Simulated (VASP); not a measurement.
Band structure of ZrS2 (1T layered). Computed with modified Becke-Johnson potential (mBJ), VASP's PBE PAW potentials (set 64) (plane waves; VASP).

mBJ is a potential without an energy functional, so only the levels count. Without a dispersion term in the relaxation, distances and binding between the weakly bound layers, chains or molecules are unreliable, and so is what depends on them.

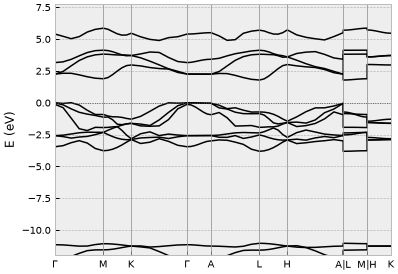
Fig. 1. Bands along high-symmetry lines, zero at the valence-band maximum or, without a gap, the Fermi level

Q: Read the plot: is there a gap, and where are the band edges?

A: The gap is indirect, 1.78 eV, from the valence maximum at (0.17, 0.00, 0.00) to the conduction minimum at L.

Measured: gap 1.70 eV (computed value off by +0.08 eV), as given by Miłosz Rybak et al., Nanomaterials (2022), arXiv:2210.12074.

The compound is ZrS2 in the 1T layered structure. It was relaxed first, which changed the volume by +12 %. The cell's shape comes from a PBE relaxation.
